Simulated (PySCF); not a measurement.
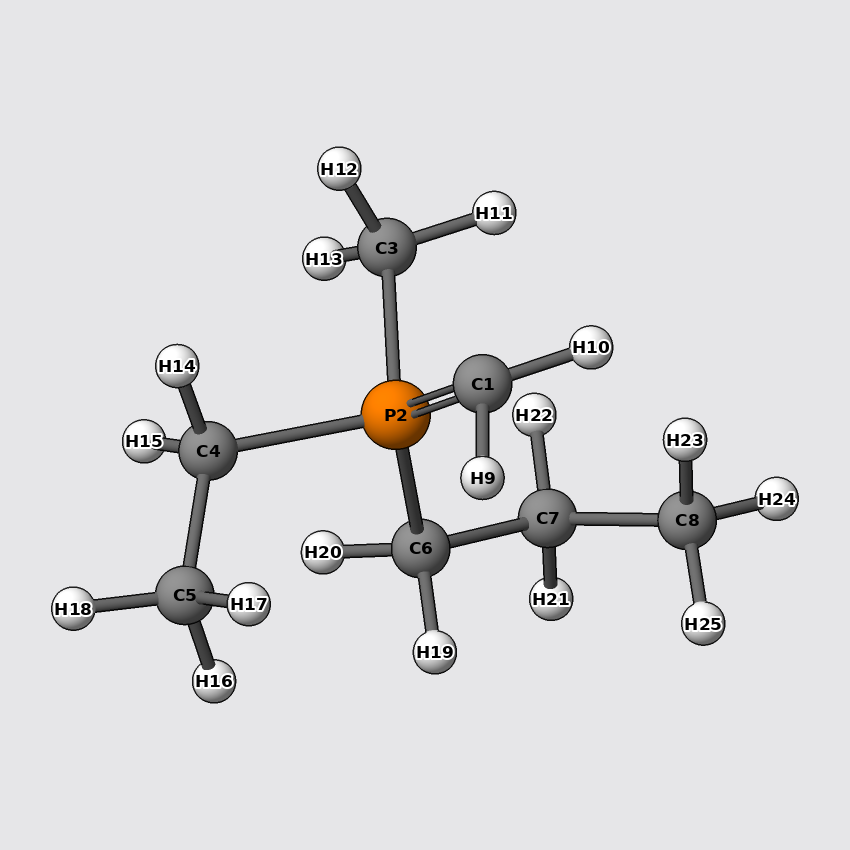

The questions are on isotropic NMR shieldings of the H atoms. The geometry was computed by an optimisation with GFN2-xTB. No frequency run is at hand to confirm it as a minimum. Properties computed with GIAO PBE0/pcSseg-1 NMR shielding, non-relativistic, gas phase (PySCF 2.14.0).

Give the isotropic NMR shieldings of the H atoms atom by atom.

```tsv
atom	σ (ppm)
H9	31.30
H10	31.98
H11	29.95
H12	30.25
H13	30.91
H14	30.02
H15	30.31
H16	30.76
H17	30.39
H18	30.38
H19	30.32
H20	29.92
H21	29.84
H22	30.11
H23	29.79
H24	30.65
H25	30.83
```

The geometry is semi-empirical. Around P such bond lengths and angles can be off by a tenth of an ångström or more and by several degrees, and values that hang on the shape move with them.
